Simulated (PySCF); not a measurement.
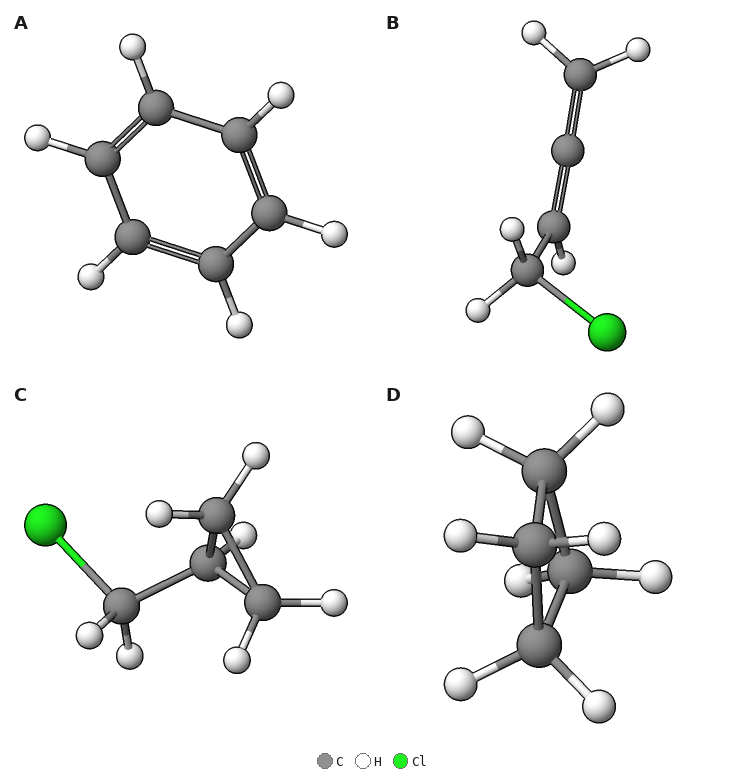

(Drawn from a calculation with PySCF.)

Which panel belongs to which SMILES?
(1) c1ccccc1
(2) C=C=CCCl
(3) C1CCC1
(4) ClCC1CC1

Answer. A is (1), B is (2), C is (4), D is (3).
